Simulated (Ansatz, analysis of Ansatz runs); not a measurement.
# Li2CdCl4 (Imma), nudged elastic band: H transfer from Cl to Cl (q = +1)

How high is the barrier when H changes place in Li2CdCl4 (Imma)? The case: H transfer from Cl to Cl, charge +1, in a cell of 56 host atoms with 1 H put in.

Calculated with Ansatz 0.2.0; plane-wave PAW DFT, PBEsol; nudged elastic band between two relaxed defect structures at fixed charge in a uniform background.

**1. Starting point**

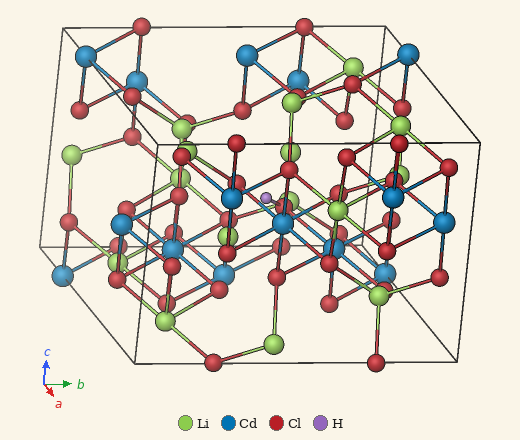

The starting structure, seen slightly off an axis (lithium green, cadmium blue, chlorine red, hydrogen purple). Some periodic images of atoms are drawn too.

The cell holds 57 atoms: 16 Li, 8 Cd, 32 Cl and 1 H. Its edges and angles: a = 12.949 Å, b = 12.809 Å, c = 10.609 Å, α = 66.4°, β = 65.0°, γ = 48.6°. It derives from Li2CdCl4 (space group Imma). Nearest the centre at fractional (0.752, 0.502, 0.498): H57 at 0.46 Å, Cl27 at 1.76 Å, Cl36 at 1.76 Å, Li8 at 1.85 Å, Li11 at 1.85 Å, Cl32 at 3.13 Å, Cl39 at 3.13 Å, Cd20 at 3.21 Å. The cell carries charge +1.

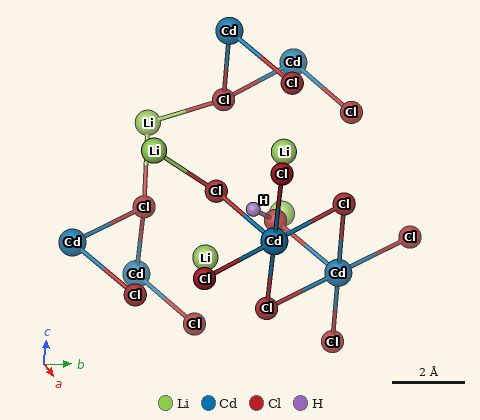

The atoms within 5 Å of the centre.

The cell's shortest repeat is 10.6 Å.

**2. Relaxation of the start point, charge +1**

The ends come first: from an unrelaxed start the top is counted from too high an energy, and the barrier comes out too low. Small random displacements break the symmetry of the ideal sites, so that the defect can distort if it gains by it. The charge of +1 is set by the electron count, and a uniform background keeps the cell neutral.

File qp1.start/input.yaml:

```yaml
crystal:
  lattice:
    - [0.0, 7.62069338, 10.46883164]
    - [7.38023042, 0.0, 10.46883164]
    - [7.38023042, 7.62069338, 0.0]
  atoms:
    - { symbol: Li, position: [0.19605462, 0.44605462, 0.05394538] }
    - { symbol: Li, position: [0.44605462, 0.69605462, 0.30394538] }
    - { symbol: Li, position: [0.69605462, 0.94605462, 0.55394538] }
    - { symbol: Li, position: [0.94605462, 0.19605462, 0.80394538] }
    - { symbol: Li, position: [0.125, 0.625, 0.625] }
    - { symbol: Li, position: [0.375, 0.875, 0.875] }
    - { symbol: Li, position: [0.625, 0.125, 0.125] }
    - { symbol: Li, position: [0.875, 0.375, 0.375] }
    - { symbol: Li, position: [0.125, 0.125, 0.125] }
    - { symbol: Li, position: [0.375, 0.375, 0.375] }
    - { symbol: Li, position: [0.625, 0.625, 0.625] }
    - { symbol: Li, position: [0.875, 0.875, 0.875] }
    - { symbol: Li, position: [0.05394538, 0.80394538, 0.19605462] }
    - { symbol: Li, position: [0.30394538, 0.05394538, 0.44605462] }
    - { symbol: Li, position: [0.55394538, 0.30394538, 0.69605462] }
    - { symbol: Li, position: [0.80394538, 0.55394538, 0.94605462] }
    - { symbol: Cd, position: [0.0, 0.0, 0.5] }
    - { symbol: Cd, position: [0.25, 0.25, 0.75] }
    - { symbol: Cd, position: [0.5, 0.5, 0.0] }
    - { symbol: Cd, position: [0.75, 0.75, 0.25] }
    - { symbol: Cd, position: [0.0, 0.5, 0.5] }
    - { symbol: Cd, position: [0.25, 0.75, 0.75] }
    - { symbol: Cd, position: [0.5, 0.0, 0.0] }
    - { symbol: Cd, position: [0.75, 0.25, 0.25] }
    - { symbol: Cl, position: [0.13698115, 0.11817834, 0.88182166] }
    - { symbol: Cl, position: [0.38698115, 0.36817834, 0.13182166] }
    - { symbol: Cl, position: [0.63698115, 0.61817834, 0.38182166] }
    - { symbol: Cl, position: [0.88698115, 0.86817834, 0.63182166] }
    - { symbol: Cl, position: [0.24656242, 0.7496538, 0.50343758] }
    - { symbol: Cl, position: [0.49656242, 0.9996538, 0.75343758] }
    - { symbol: Cl, position: [0.74656242, 0.2496538, 0.00343758] }
    - { symbol: Cl, position: [0.99656242, 0.4996538, 0.25343758] }
    - { symbol: Cl, position: [0.11817834, 0.63698115, 0.86301885] }
    - { symbol: Cl, position: [0.36817834, 0.88698115, 0.11301885] }
    - { symbol: Cl, position: [0.61817834, 0.13698115, 0.36301885] }
    - { symbol: Cl, position: [0.86817834, 0.38698115, 0.61301885] }
    - { symbol: Cl, position: [0.2496538, 0.24656242, 0.0003462] }
    - { symbol: Cl, position: [0.4996538, 0.49656242, 0.2503462] }
    - { symbol: Cl, position: [0.7496538, 0.74656242, 0.5003462] }
    - { symbol: Cl, position: [0.9996538, 0.99656242, 0.7503462] }
    - { symbol: Cl, position: [0.0003462, 0.00343758, 0.2496538] }
    - { symbol: Cl, position: [0.2503462, 0.25343758, 0.4996538] }
    - { symbol: Cl, position: [0.5003462, 0.50343758, 0.7496538] }
    - { symbol: Cl, position: [0.7503462, 0.75343758, 0.9996538] }
    - { symbol: Cl, position: [0.13182166, 0.61301885, 0.38698115] }
    - { symbol: Cl, position: [0.38182166, 0.86301885, 0.63698115] }
    - { symbol: Cl, position: [0.63182166, 0.11301885, 0.88698115] }
    - { symbol: Cl, position: [0.88182166, 0.36301885, 0.13698115] }
    - { symbol: Cl, position: [0.00343758, 0.5003462, 0.74656242] }
    - { symbol: Cl, position: [0.25343758, 0.7503462, 0.99656242] }
    - { symbol: Cl, position: [0.50343758, 0.0003462, 0.24656242] }
    - { symbol: Cl, position: [0.75343758, 0.2503462, 0.49656242] }
    - { symbol: Cl, position: [0.11301885, 0.13182166, 0.36817834] }
    - { symbol: Cl, position: [0.36301885, 0.38182166, 0.61817834] }
    - { symbol: Cl, position: [0.61301885, 0.63182166, 0.86817834] }
    - { symbol: Cl, position: [0.86301885, 0.88182166, 0.11817834] }
    - { symbol: H, position: [0.721293, 0.53221, 0.46779] }
total_charge: 1
basis:
  ecutwfc: 420
  xc_grid: 2
hamiltonian:
  xc: pbesol
kpoints:
  mp_grid: { grid: [1, 1, 1], shift: [0.25, 0.25, 0.25] }
scf:
  occupations: { method: fixed }
  max_iter: 100
output:
  forces: true
relax:
  f_tol: 0.02
  max_steps: 70
  random_displacement: { amplitude: 0.03, seed: 40 }
```

The run is started by

```console
ansatz run input.yaml --threads 4 --pin off --max-ram 14131MiB --backend cpu --events-out ev --progress --plain --runs-dir out
```

Numbers of over 12 decimals in the logs are rounded to 6 here.

The log of the run:

```text
[... repeated set-up lines and file paths are left out, and long positions are rounded to six places ...]
The last accepted step is kept in <dir> (removed where the run ends without a failure and the disk answers)
Engine: ansatz 0.2.0, aarch64-unknown-linux-gnu
Pseudopotentials: kind: paw
Pseudopotential: Li, paw, valence charge 3, recommended cutoff 420 eV (normal), Li.paw.azcp
Pseudopotential: Cd, paw, valence charge 20, recommended cutoff 420 eV (normal), Cd.paw.azcp
Pseudopotential: Cl, paw, valence charge 7, recommended cutoff 420 eV (normal), Cl.paw.azcp
Pseudopotential: H, paw, valence charge 1, recommended cutoff 420 eV (normal), H.paw.azcp
Functional definition: PBEsol
  exchange = pbesol_x
  correlation = pbesol_c
Crystal: 57 atoms, lattice volume = 1177.586 Å³
Basis set: ecut = 420 eV, 23051 PW (Γ), exchange–correlation on 180×180×144 points (8 copies of the dense FFT grid, shifted against one another)
Bands: 273, of which v1, the nominal top of the filled ones, is band 216 counted from 1 (215 counted from 0)
Symmetry: 1 space group operations
k-points: 1
Non-local potential: Li, projectors of the file, l = 0: 3, l = 1: 2, l = 2: 1
Non-local potential: Cd, projectors of the file, l = 0: 3, l = 1: 2, l = 2: 2, l = 3: 1
Non-local potential: Cl, projectors of the file, l = 0: 2, l = 1: 2, l = 2: 2
Non-local potential: H, projectors of the file, l = 0: 2, l = 1: 1
PAW form: soft (Blöchl's): semilocal exchange-correlation on the pseudo side does not see the compensation charge
PAW frozen core: Cd, regenerated for the run's functional, and the local potential with it (the file was generated under x = pbe(κ = 0.804, μ = 0.219515), c = pbe(β = 0.066725))
PAW frozen core: Cl, regenerated for the run's functional, and the local potential with it (the file was generated under x = pbe(κ = 0.804, μ = 0.219515), c = pbe(β = 0.066725))
PAW one-centre angular grid: Li, 110 points (default); XC on 64 Gauss nodes
PAW one-centre angular grid: Cd, 590 points (default); XC on 64 Gauss nodes
PAW one-centre angular grid: Cl, 110 points (default); XC on 64 Gauss nodes
PAW one-centre angular grid: H, 110 points (default); XC on 64 Gauss nodes
Initial density: superposition of atomic densities (neutral atoms scaled as one to the charged cell's electrons: chi_scale 0, normalization atom), corrected by the library's trained network
Initial wavefunctions: pseudopotential atomic-orbital guess
Functional: x = pbesol(κ = 0.804, μ = 0.123457), c = pbesol(β = 0.046)
SCF iter   1: F=—  HF=-102769.361639 eV  |F-HF|=—  |Δ(HF+E_count)|=         —  Δρ=6.21e-3  dr2=9.45e-1  ethr=1.77e-3  ⟨swp⟩=5.0  Hψ=830  notcnv=0  defer=55
preconditioner: auto → Resta (q_TF=auto, 2.308 Å⁻¹)  ε∞=3.4  [insulator: Δε(μ)=3.716 eV  Ē_g=12.849 eV  n_scr=242 (ndim 8)  ℏωp=19.8 eV  f_vac=0.059  ε∞_Penn≈3.4]
SCF iter   2: F=—  HF=-102769.076831 eV  |F-HF|=—  |Δ(HF+E_count)|=   2.85e-1  Δρ=1.93e-3  dr2=1.12e-1  ethr=2.19e-4  ⟨swp⟩=3.0  Hψ=427  notcnv=0  defer=55
SCF iter   3: F=—  HF=-102769.041460 eV  |F-HF|=—  |Δ(HF+E_count)|=   3.54e-2  Δρ=7.53e-4  dr2=1.40e-2  ethr=2.59e-5  ⟨swp⟩=3.0  Hψ=397  notcnv=0  defer=55
SCF iter   4: F=—  HF=-102769.037083 eV  |F-HF|=—  |Δ(HF+E_count)|=   4.38e-3  Δρ=2.60e-4  dr2=1.25e-3  ethr=3.24e-6  ⟨swp⟩=3.0  Hψ=460  notcnv=0  defer=55
SCF iter   5: F=—  HF=-102769.038255 eV  |F-HF|=—  |Δ(HF+E_count)|=   1.17e-3  Δρ=7.67e-5  dr2=9.73e-5  ethr=2.90e-7  ⟨swp⟩=2.0  Hψ=394  notcnv=0  defer=55
SCF iter   6: F=-102769.038281 eV  HF=-102769.038278 eV  |F-HF|=2.10e-6  |Δ(HF+E_count)|=   2.34e-5  Δρ=1.65e-5  dr2=4.11e-6  ethr=2.31e-9  ⟨swp⟩=4.0  Hψ=877  notcnv=0
SCF 1 converged in 6 iterations: F = -102769.038281 eV  dr2 = 4.11e-6
  greatest PAW one-centre occupation: 1.000 electrons in one spin orbital (limit 2), on the Cd atom at site 19 (counted from 0), in its partial waves of l = 0
relax step   1: F+E_penalty+E_count = -102769.03828052 eV  Δ(F+E_penalty+E_count) = +0.000e0 eV  max|allowed force component| = 1.320e0 eV/Å  Δτ_max = 0.0000 Å  (6 SCF iters, dr2 threshold 1.00e-5 eV, accepted)
[... the SCF cycles and remarks between the steps are left out from here to the last step ...]
relax step   2: F+E_penalty+E_count = -102769.89694150 eV  Δ(F+E_penalty+E_count) = -8.587e-1 eV  max|allowed force component| = 6.147e-1 eV/Å  Δτ_max = 0.1948 Å  (5 SCF iters, dr2 threshold 1.00e-4 eV, accepted)
relax step   3: F+E_penalty+E_count = -102770.17760161 eV  Δ(F+E_penalty+E_count) = -2.807e-1 eV  max|allowed force component| = 4.089e-1 eV/Å  Δτ_max = 0.1944 Å  (6 SCF iters, dr2 threshold 2.36e-5 eV, accepted)
relax step   4: F+E_penalty+E_count = -102770.21168726 eV  Δ(F+E_penalty+E_count) = -3.409e-2 eV  max|allowed force component| = 6.906e-2 eV/Å  Δτ_max = 0.0709 Å  (5 SCF iters, dr2 threshold 3.63e-5 eV, accepted)
relax step   5: F+E_penalty+E_count = -102770.22079749 eV  Δ(F+E_penalty+E_count) = -9.110e-3 eV  max|allowed force component| = 6.390e-2 eV/Å  Δτ_max = 0.0511 Å  (7 SCF iters, accepted)
relax step   6: F+E_penalty+E_count = -102770.21978312 eV  Δ(F+E_penalty+E_count) = +1.014e-3 eV  max|allowed force component| = 9.753e-2 eV/Å  Δτ_max = 0.1817 Å  (7 SCF iters, rejected (line search))
relax step   7: F+E_penalty+E_count = -102770.22600567 eV  Δ(F+E_penalty+E_count) = -5.208e-3 eV  max|allowed force component| = 4.070e-2 eV/Å  Δτ_max = 0.0788 Å  (7 SCF iters, accepted)
relax step   8: F+E_penalty+E_count = -102770.22787980 eV  Δ(F+E_penalty+E_count) = -1.874e-3 eV  max|allowed force component| = 4.101e-2 eV/Å  Δτ_max = 0.0414 Å  (6 SCF iters, dr2 threshold 6.72e-7 eV, accepted)
relax step   9: F+E_penalty+E_count = -102770.22841616 eV  Δ(F+E_penalty+E_count) = -5.364e-4 eV  max|allowed force component| = 9.643e-3 eV/Å  Δτ_max = 0.0146 Å  (5 SCF iters, dr2 threshold 6.82e-7 eV, accepted)
iter 1 solved again at ethr=2.81e-11 eV; its pass at ethr=3.10e-3 eV (dr2=1.21e-7 eV) is discarded
SCF iter   1: F=—  HF=-102770.228364 eV  |F-HF|=—  |Δ(HF+E_count)|=         —  Δρ=2.92e-6  dr2=1.21e-7  ethr=2.81e-11  ⟨swp⟩=1.0  Hψ=584  notcnv=0  defer=48
SCF iter   2: F=-102770.228416 eV  HF=-102770.228416 eV  |F-HF|=2.01e-8  |Δ(HF+E_count)|=   5.26e-5  Δρ=1.52e-6  dr2=4.36e-8  ethr=2.31e-11  ⟨swp⟩=2.0  Hψ=883  notcnv=0
SCF 10 converged in 2 iterations: F = -102770.228416 eV  dr2 = 4.36e-8
relax step  10: F+E_penalty+E_count = -102770.22841618 eV  Δ(F+E_penalty+E_count) = -2.229e-8 eV  max|allowed force component| = 9.640e-3 eV/Å  Δτ_max = 0.0000 Å  (2 SCF iters, accepted)
SCF converged after 2 iterations
Free energy (F): -102770.228416 eV
Harris-Foulkes:  -102770.228416 eV  (|F-HF|=2.01e-8)
Internal energy: -102770.228416 eV  (E = F + TS)
E sigma→0 (E₀):  -102770.228416 eV
Fermi energy:    2.609024 eV
--- Per-component energies (eV) ---
  E_band       = -6418.978528
  E_kinetic    = 9544.603000
  E_local      = -48616.841165  (includes V_loc(G=0)·N_el)
  E_nonlocal   = 706.505558
  E_hartree    = 21130.020383
  E_xc         = -4962.471066
  E_vxc        = -5869.853277  (∫ρ·V_xc dr)
  E_paw        = -52978.771403  (= ΣΔE_a)
  E_vpaw       = -4443.437893  (= ΣTr[D̂ρ^β])
  E_aug_tail   = 0.002357  (compensation charges beyond the density's cutoff)
  E_ewald      = -27598.521585
  E_core_change = 5.245505  (= ΣΔE_core)
  E_smearing   = -0.000000  (= −TS)
  E_closure    = 0.000000  (closes the sum)
  E_deformation_potential = 10.968062  (in the stress; not in F)
  Σ components = -102770.228416   (vs F -102770.228416, Δ=0.00e0)
--- Forces (eV/Å), atoms counted from 1 ---
  atom   1  Li    -0.00046289     0.00036005    -0.00019026
  atom   2  Li     0.00051045    -0.00365329    -0.00160072
  [... 5 atoms left out ...]
  atom   8  Li     0.00029115    -0.00356045    -0.00160239
  [... 2 atoms left out ...]
  atom  11  Li     0.00158545    -0.00321957    -0.00167482
  [... 8 atoms left out ...]
  atom  20  Cd    -0.00143276    -0.00924045    -0.00388161
  atom  21  Cd    -0.00100846    -0.00697848    -0.00027229
  [... 5 atoms left out ...]
  atom  27  Cl    -0.00054593    -0.00621575    -0.00384274
  [... 4 atoms left out ...]
  atom  32  Cl     0.00069400     0.00765677    -0.00145328
  [... 3 atoms left out ...]
  atom  36  Cl    -0.00015248    -0.00770258     0.00324702
  [... 2 atoms left out ...]
  atom  39  Cl     0.00004352     0.00809672    -0.00102367
  [... 12 atoms left out ...]
  atom  52  Cl     0.00089374     0.00361190     0.00149367
  [... 4 atoms left out ...]
  atom  57  H     -0.00130034     0.00934431     0.00329105
  max |Σ_I F_I| component: 6.14e-5 eV/Å
--- Relaxed structure (10 steps of the walk, 9 accepted, 0 SCFs on fresh bases) ---
  F+E_penalty+E_count = -102770.22841618 eV   max|allowed force component| = 9.640e-3 eV/Å
  atoms:
    - { symbol: Li, position: [0.199089, 0.444708, 0.049430] }
    - { symbol: Li, position: [0.409326, 0.703776, 0.296896] }
    [... 5 atoms left out ...]
    - { symbol: Li, position: [0.920071, 0.343939, 0.346516] }
    [... 2 atoms left out ...]
    - { symbol: Li, position: [0.609942, 0.654168, 0.656554] }
    [... 8 atoms left out ...]
    - { symbol: Cd, position: [0.761757, 0.758379, 0.242144] }
    - { symbol: Cd, position: [0.001020, 0.504483, 0.496188] }
    [... 5 atoms left out ...]
    - { symbol: Cl, position: [0.638338, 0.613040, 0.387564] }
    [... 4 atoms left out ...]
    - { symbol: Cl, position: [0.994880, 0.502158, 0.251985] }
    [... 3 atoms left out ...]
    - { symbol: Cl, position: [0.850190, 0.402420, 0.598302] }
    [... 2 atoms left out ...]
    - { symbol: Cl, position: [0.748021, 0.749076, 0.497975] }
    [... 12 atoms left out ...]
    - { symbol: Cl, position: [0.757028, 0.252037, 0.492133] }
    [... 4 atoms left out ...]
    - { symbol: H, position: [0.722218, 0.514296, 0.486416] }
```

Run time: 1.7 min. Hardware: 4 threads of Arm Neoverse V1, shared host; peak memory 1.9 GiB; 6.4 min of CPU time.

The steps of the relaxation:

| step | energy less that of the first step (eV) | largest force component (eV/Å) |
| --- | --- | --- |
| 1 | 0.0000 | 1.3201 |
| 2 | -0.8587 | 0.6147 |
| 3 | -1.1393 | 0.4089 |
| 4 | -1.1734 | 0.0691 |
| 5 | -1.1825 | 0.0639 |
| 6 | -1.1815 | 0.0975 |
| 7 | -1.1877 | 0.0407 |
| 8 | -1.1896 | 0.0410 |
| 9 | -1.1901 | 0.0096 |
| 10 | -1.1901 | 0.0096 |

Relaxation step 6 was tried and not accepted.

The atoms that moved most (Å, from the sites as typed, ahead of the random displacement, the mean shift of all atoms taken out):

| atom | dx | dy | dz | length |
| --- | --- | --- | --- | --- |
| Li8 | -0.444 | 0.127 | 0.146 | 0.484 |
| Li11 | 0.444 | 0.127 | 0.147 | 0.484 |
| Li2 | 0.000 | -0.333 | -0.305 | 0.451 |
| Cl36 | 0.001 | -0.248 | -0.028 | 0.250 |
| H57 | 0.001 | 0.150 | -0.179 | 0.233 |
| Cd20 | -0.001 | 0.031 | 0.210 | 0.212 |
| Cl53 | -0.123 | 0.098 | -0.009 | 0.157 |
| Cl55 | 0.123 | 0.097 | -0.010 | 0.157 |

Neighbours of H57 at the end:

| atom | distance (Å) |
| --- | --- |
| Cl27 | 1.401 |
| Cl36 | 1.836 |
| Li11 | 2.348 |
| Li8 | 2.350 |
| Cl52 | 3.058 |
| Cl43 | 3.059 |
| Cl39 | 3.291 |
| Cl32 | 3.292 |

This step gave:

* free energy: -102770.2284 eV
* r.m.s. move of the farther half of the atoms: 0.04943 Å
* largest move from the ideal geometry of this structure, a common shift of the far atoms taken out: 0.4859 Å

The relaxation gained 1.190 eV and ended with a largest force component of 0.0096 eV/Å.

(Part 1 of 4 ends here.)

[Logs are printed without paths, hosts, clocks, repeated set-up lines and the standing remarks that a program may print on its own settings, such as how far it seeks lower states.]

[Hosts, paths, dates, database ids (printed as entryN), source tags and the programs' standing remarks are cut or masked in the printed files.]
